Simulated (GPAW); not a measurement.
# Core-hole calculation of the Cu K edge in CuAgO2 (Pmmm)

Aim: the dependence of the Cu K near-edge features of CuAgO2 (Pmmm) on volume.

Method: X-ray absorption from dipole matrix elements to empty bands, plane-wave PAW LDA, in GPAW 26.7.0.

## Step 1: Starting point

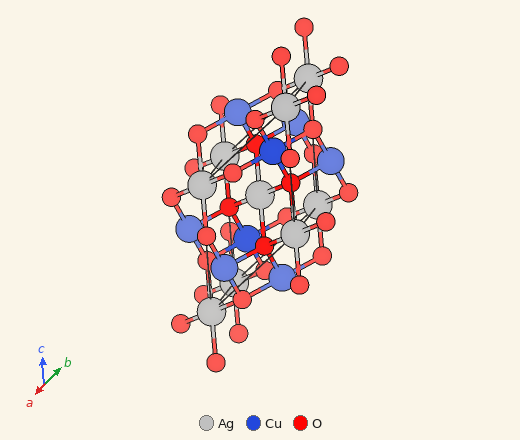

The cell as given, slightly off an axis (silver light grey, copper blue, oxygen red). Some periodic images of atoms are drawn too.

Structure file:

```xyz
8
Lattice="2.8164 3.3539 0.0000 0.0000 3.3539 5.4042 2.8164 0.0000 5.4042" Properties=species:S:1:pos:R:3 pbc="T T T"
Ag    0.0000    0.0000    0.0000
Ag    2.8164    3.3539    5.4042
Cu    1.4082    1.6769    2.7021
Cu    4.2247    5.0308    8.1063
O     2.8164    5.0308    3.9405
O     2.8164    1.6769    3.9405
O     2.8164    1.6769    6.8679
O     2.8164    5.0308    6.8679
```

## Step 2: Ground state of the crystal

A plain self-consistent run shows whether there is a gap and which moments survive; both decide the set-up of the core-hole run.

scf.py

```python
import numpy as np
from ase import Atoms
from ase.parallel import parprint, paropen
from gpaw import GPAW, PW, FermiDirac, Mixer, MixerDif, setup_paths
from gpaw.test import gen
setup_paths.insert(0, '.')
gen('Cu', name='nch1s', xcname='LDA', corehole=(1, 0, 0), write_xml=True)
from gpaw.mpi import world
world.barrier()

atoms = Atoms('Ag2Cu2O4',
    cell=[[2.81644281, 3.35389257, 0],
     [0, 3.35389257, 5.40417723],
     [2.81644281, 0, 5.40417723]],
    scaled_positions=[[0, 0, 0],
     [0.5, 0.5, 0.5],
     [0.25, 0.25, 0.25],
     [0.75, 0.75, 0.75],
     [0.88542489, 0.61457511, 0.11457511],
     [0.38542489, 0.11457511, 0.61457511],
     [0.11457511, 0.38542489, 0.88542489],
     [0.61457511, 0.88542489, 0.38542489]],
    magmoms=[0.0, 0.0, 1.0, -1.0, 0.0, 0.0, 0.0, 0.0],
    pbc=True)
atoms.calc = calc = GPAW(legacy_gpaw=True, mode=PW(500), xc='LDA', setups={2: 'nch1s'},
    kpts={'size': (4, 4, 4), 'gamma': True}, occupations=FermiDirac(0.05),
    charge=0, mixer=MixerDif(0.05, 8, 50), maxiter=150,
    convergence={'density': 0.0001}, txt='scf.txt')
energy = atoms.get_potential_energy() + calc.get_reference_energy()
ef = calc.get_fermi_level()
out = dict(energy=energy, fermi=ef, forces=atoms.get_forces().tolist(), magmoms=atoms.get_magnetic_moments().tolist())
parprint(f'all-electron energy {energy:.4f} eV, Fermi level {ef:.4f} eV')
ev = np.array([[calc.get_eigenvalues(k, s) for k in range(len(calc.get_ibz_k_points()))] for s in range(calc.get_number_of_spins())])
out['homo'], out['lumo'], out['counts'] = ev[ev < ef].max(), ev[ev > ef].min(), sorted(set((ev < ef).sum((0, 2)).tolist()))
out['filled'] = (ev[:, 0] < ef).sum(1).tolist()
import json
with paropen('out.json', 'w') as f:
    json.dump(out, f)
```

Command:

```console
OMP_NUM_THREADS=1 mpirun -n 2 gpaw python scf.py
```

Numbers of over 12 decimals in the logs are rounded to 6 here.

What it wrote:

```text
Input parameters:
  convergence: {density: 0.0001}
  kpts: {gamma: True,
         size: (4, 4, 4)}
  maxiter: 150
  mixer: {backend: pulay,
          beta: 0.05,
          method: difference,
          nmaxold: 8,
          weight: 50}
  mode: {ecut: 500.0,
         name: pw}
  occupations: {fixmagmom: False,
                name: fermi-dirac,
                width: 0.05}
  setups: {2: nch1s}

Initialize ...

[... PAW data sets ...]

Reference energy: -386942.890880  # eV

Spin-polarized calculation.
Initial magnetic moment: 0.000000

[... convergence settings ...]
Symmetries present (total): 4
  [... symmetry matrices ...]

64 k-points: 4 x 4 x 4 Monkhorst-Pack grid + [1/8,1/8,1/8]
18 k-points in the irreducible part of the Brillouin zone
       k-points in crystal coordinates                weights
   0:     0.00000000    0.00000000    0.00000000          1/64
   1:     0.00000000    0.25000000    0.25000000          2/64
   2:     0.00000000    0.50000000    0.50000000          1/64
   3:     0.25000000   -0.25000000    0.50000000          2/64
   4:     0.25000000    0.00000000    0.25000000          2/64
   5:     0.25000000    0.25000000    0.00000000          2/64
   6:     0.25000000    0.25000000    0.25000000          8/64
   7:     0.25000000    0.25000000    0.50000000          4/64
   8:     0.25000000    0.50000000   -0.25000000          2/64
   9:     0.25000000    0.50000000    0.25000000          4/64
          ...
  17:     0.50000000    0.50000000    0.50000000          4/64

Wave functions: Plane wave expansion
  Cutoff energy: 500.000 eV
  Number of coefficients (min, max): 2568, 2614
  Pulay-stress correction: 0.000000 eV/Ang^3 (de/decut=0.000000)
  Using FFTW library
  Wavefunction extrapolation:
    Improved wavefunction reuse through dual PAW basis

Occupation numbers: Fermi-Dirac:
  width: 0.0500  # eV

Eigensolver
   Davidson(niter=2)

Densities:
  Coarse grid: 35*35*35 grid
  Fine grid: 70*70*70 grid
  Total Charge: 0.000000

Density mixing:
  Method: difference
  Backend: pulay
  Linear mixing parameter: 0.05
  old densities: 8
  Width of damping distribution: 1.1
  Damping of long wavelength oscillations: 50

[... Hamiltonian set-up ...]
Number of atoms: 8
Number of atomic orbitals: 58
Number of bands in calculation: 52
Number of valence electrons: 80
Bands to converge: occupied

... initialized

Initializing position-dependent things.

Density initialized from atomic densities
Creating initial wave functions:
  52 bands from LCAO basis set

                     Cu
                 O

               OAg
                 O

               O

            Cu

       Ag

Atomic positions and initial magnetic moments

Positions:
   0 Ag     0.000000    0.000000    0.000000    ( 0.0000,  0.0000,  0.0000)
   1 Ag     2.816443    3.353893    5.404177    ( 0.0000,  0.0000,  0.0000)
   2 Cu     1.408221    1.676946    2.702089    ( 0.0000,  0.0000,  1.0000)
   3 Cu     4.224664    5.030839    8.106266    ( 0.0000,  0.0000, -1.0000)
   4 O      2.816443    5.030839    3.940457    ( 0.0000,  0.0000,  0.0000)
   5 O      2.816443    1.676946    3.940457    ( 0.0000,  0.0000,  0.0000)
   6 O      2.816443    1.676946    6.867897    ( 0.0000,  0.0000,  0.0000)
   7 O      2.816443    5.030839    6.867897    ( 0.0000,  0.0000,  0.0000)

Unit cell:
           periodic     x           y           z      points  spacing
  1. axis:    yes    2.816443    3.353893    0.000000    35     0.1145
  2. axis:    yes    0.000000    3.353893    5.404177    35     0.1145
  3. axis:    yes    2.816443    0.000000    5.404177    35     0.1145

  Lengths:   4.379606   6.360324   6.094053
  Angles:   41.106974  72.710008  66.183018

Effective grid spacing dv^(1/3) = 0.1335

iter:   1   -54.442745                   +0.0000
iter:   2   -48.004501   -1.34  -1.21    -0.0000
iter:   3   -44.763026   -0.69  -1.28    +0.0000
[...]
iter:  17   -41.955501c  -5.20  -2.97    +0.0000
iter:  18   -41.950904c  -4.70  -3.06    +0.0000
iter:  19   -41.949213c  -4.92  -3.33    +0.0000
iter:  20   -41.949112c  -6.08  -3.67    +0.0000
iter:  21   -41.949196c  -6.76  -3.76    +0.0000
iter:  22   -41.949004c  -5.91  -3.69    +0.0000
iter:  23   -41.948985c  -6.38  -4.11c   +0.0000
iter:  24   -41.948985c  -7.95c -4.43c   -0.0000

Converged after 24 iterations.

Dipole moment: (0.000000, 0.000000, 0.000000) |e|*Ang

Total magnetic moment: (0.000000, 0.000000, -0.000000)
Local magnetic moments:
   0 Ag ( 0.000000,  0.000000,  0.000000)
   1 Ag ( 0.000000,  0.000000,  0.000000)
   2 Cu ( 0.000000,  0.000000, -0.000000)
   3 Cu ( 0.000000,  0.000000,  0.000000)
   4 O  ( 0.000000,  0.000000,  0.000000)
   5 O  ( 0.000000,  0.000000,  0.000000)
   6 O  ( 0.000000,  0.000000,  0.000000)
   7 O  ( 0.000000,  0.000000,  0.000000)

Energy contributions relative to reference atoms: (reference = -386942.890880)

Kinetic:         -9.701643
Potential:       +0.324798
External:        +0.000000
XC:             -32.892087
Entropy (-ST):   -0.039701
Local:           +0.339797
SIC:             +0.000000
--------------------------
Free energy:    -41.968836
Extrapolated:   -41.948985

Spin contamination: 0.000001 electrons
Showing only first 2 kpts
                      Up                     Down
 Kpt  Band  Eigenvalues  Occupancy  Eigenvalues  Occupancy
  0    38      3.89906    1.00000      3.89906    1.00000
  0    39      4.77666    0.97839      4.77666    0.97839
  0    40      5.39358    0.00020      5.39358    0.00020
  0    41      5.84261    0.00000      5.84261    0.00000

  1    38      4.13817    1.00000      4.13817    1.00000
  1    39      5.02065    0.25596      5.02065    0.25596
  1    40      5.54300    0.00001      5.54300    0.00001
  1    41      5.75893    0.00000      5.75893    0.00000

Fermi level: 4.96729

No gap
No difference between direct/indirect transitions

Forces in eV/Ang:
  0 Ag    0.00000    0.00000    0.00000
  1 Ag    0.00000    0.00000    0.00000
  2 Cu    0.00000    0.00000    0.00000
  3 Cu    0.00000    0.00000    0.00000
  4 O    -0.00000   -0.00001    0.28175
  5 O     0.00000    0.00001    0.28175
  6 O    -0.00000    0.00001   -0.28175
  7 O     0.00000   -0.00001   -0.28175
Scalar-relativistic atomic LDA calculation for Cu (Copper, Z=29)
Core hole in 1s state (1s occupation: 2.0)
600 radial gridpoints.
|------------------------------------------------|
|------------------------------------------------|
[... the atom generator's iteration count ...]

Energy contributions:
-------------------------
Kinetic:    +1675.285700
XC:           -64.895881
Potential:  -3262.312180
-------------------------
Total:      -1651.922361

state      eigenvalue         ekin         rmax
-----------------------------------------------
1s^2.0 :  -324.467727   418.664247        0.034
2s^2.0 :   -38.956231    78.634526        0.197
2p^6.0 :   -33.679353    76.825479        0.158
3s^2.0 :    -4.193271    17.288793        0.614
3p^6.0 :    -2.647366    15.189343        0.619
3d^10.0:    -0.195673     9.285239        0.600
4s^1.0 :    -0.178486     1.169252        2.257
4p^0.0 :    -0.028757     0.396770        3.504
-----------------------------------------------
(units: Bohr and Hartree)

Generating PAW setup
Kinetic energy of the core from tauc = 1596.294566
Cutoffs:
rc(s)=2.200
rc(p)=2.200
rc(d)=2.000
rc(vbar)=1.800
rc(comp)=2.000
rc(nct)=2.200

Kinetic energy of the core states: 1581.264061
Charge: 0.0
Core electrons: 18.0
Valence electrons: 11.0
Pseudo-core charge: 0.387458
Shape function alpha=2.500
Pseudo-electron charge 4.216968
state    eigenvalue         norm
--------------------------------
4s(1) :    -0.178486     1.057125
*s    :     0.821514
4p(0) :    -0.028757     1.001617
*p    :     0.971243
3d(10):    -0.195673     0.277238
*d    :     0.804327
--------------------------------

Diagonalizing with gridspacing h=0.050

state   all-electron     PAW
-------------------------------
4s:      -0.178486    -0.178572
4p:      -0.028757    -0.028678
3d:      -0.195673    -0.196155
*f:                    0.071609
-------------------------------
<dir> UserWarning: Initial realspace grid (24,35,32) inconsistent with symmetries.
  warnings.warn(
<dir> UserWarning: Using symmetrized grid: (35,35,35).

  warnings.warn('Using symmetrized grid: ({},{},{}).\n'.format(*N_c))
<dir> UserWarning: Initial realspace grid (24,35,32) inconsistent with symmetries.
  warnings.warn(
<dir> UserWarning: Using symmetrized grid: (35,35,35).

  warnings.warn('Using symmetrized grid: ({},{},{}).\n'.format(*N_c))
all-electron energy -386984.8399 eV, Fermi level 4.9673 eV
```

The job ended after 3.3 min (2 MPI ranks of Arm Neoverse V1, shared host; peak memory 0.55 GiB; 6.5 min of CPU time).

The mesh shows no gap, so the system is treated as a metal and the core electron is put at the Fermi level (neutral cell).

## Step 3: Supercell without a hole, the energy reference

The photon energy needs a difference of total energies, so the cell and mesh of the coming hole run are first run without a hole.

Edit scf.py of step 2 so:

```diff
@@ -10,18 +10,26 @@
 
-atoms = Atoms('Ag2Cu2O4',
-    cell=[[2.81644281, 3.35389257, 0],
+atoms = Atoms('Ag4Cu4O8',
+    cell=[[5.63288562, 0, 0],
      [0, 3.35389257, 5.40417723],
-     [2.81644281, 0, 5.40417723]],
+     [0, -3.35389257, 5.40417723]],
     scaled_positions=[[0, 0, 0],
      [0.5, 0.5, 0.5],
-     [0.25, 0.25, 0.25],
-     [0.75, 0.75, 0.75],
-     [0.88542489, 0.61457511, 0.11457511],
-     [0.38542489, 0.11457511, 0.61457511],
-     [0.11457511, 0.38542489, 0.88542489],
-     [0.61457511, 0.88542489, 0.38542489]],
-    magmoms=[0.0, 0.0, 1.0, -1.0, 0.0, 0.0, 0.0, 0.0],
+     [0.5, 0, 0],
+     [0, 0.5, 0.5],
+     [0.25, 0.5, 0],
+     [0.75, 0, 0.5],
+     [0.75, 0.5, 0],
+     [0.25, 0, 0.5],
+     [0.5, 0.11457511, 0.61457511],
+     [0, 0.61457511, 0.11457511],
+     [0.5, 0.61457511, 0.11457511],
+     [0, 0.11457511, 0.61457511],
+     [0.5, 0.88542489, 0.38542489],
+     [0, 0.38542489, 0.88542489],
+     [0.5, 0.38542489, 0.88542489],
+     [0, 0.88542489, 0.38542489]],
+    magmoms=[0.0, 0.0, 0.0, 0.0, 1.0, 1.0, -1.0, -1.0, 0.0, 0.0, 0.0, 0.0, 0.0, 0.0, 0.0, 0.0],
     pbc=True)
-atoms.calc = calc = GPAW(legacy_gpaw=True, mode=PW(500), xc='LDA', setups={2: 'nch1s'},
-    kpts={'size': (4, 4, 4), 'gamma': True}, occupations=FermiDirac(0.05),
+atoms.calc = calc = GPAW(legacy_gpaw=True, mode=PW(500), xc='LDA', setups={4: 'nch1s'},
+    kpts={'size': (3, 3, 3), 'gamma': True}, occupations=FermiDirac(0.1),
     charge=0, mixer=MixerDif(0.05, 8, 50), maxiter=150,
```

What it wrote:

```text
Input parameters:
  convergence: {density: 0.0001}
  kpts: {gamma: True,
         size: (3, 3, 3)}
  maxiter: 150
  mixer: {backend: pulay,
          beta: 0.05,
          method: difference,
          nmaxold: 8,
          weight: 50}
  mode: {ecut: 500.0,
         name: pw}
  occupations: {fixmagmom: False,
                name: fermi-dirac,
                width: 0.1}
  setups: {4: nch1s}

Initialize ...

[...]
*s    :     0.821514
4p(0) :    -0.028757     1.001617
*p    :     0.971243
3d(10):    -0.195673     0.277238
*d    :     0.804327
--------------------------------

Diagonalizing with gridspacing h=0.050

state   all-electron     PAW
-------------------------------
4s:      -0.178486    -0.178572
4p:      -0.028757    -0.028678
3d:      -0.195673    -0.196155
*f:                    0.071609
-------------------------------
all-electron energy -773969.7105 eV, Fermi level 4.9062 eV
[key lines of the parts left out:]
Converged after 20 iterations.
Dipole moment: (-0.000000, 0.000000, -0.000000) |e|*Ang
Free energy:    -84.058676
Fermi level: 4.90620
```

Wall time 4 min (2 MPI ranks); peak memory 0.58 GiB.

Reference energy: -773969.711 eV with the cores included.

[end of part 1 of 3]

[Banner, clock and machine lines of the logs are left out without a mark of their own.]

[Logs are printed without paths, hosts, clocks, repeated set-up lines and the standing remarks that a program may print on its own settings, such as how far it seeks lower states.]

[Hosts, paths, dates, database ids (printed as entryN), source tags and the programs' standing remarks are cut or masked in the printed files.]

[Lists of maxima count a maximum above −3 eV only where it reaches 4 % of the highest in the window and stands out from its surroundings by 2 % of it (1.5 % where it reaches 55 %); shoulders and weaker maxima are passed over, and of the rest the first, up to two pre-edge ones and the few strongest are named.]
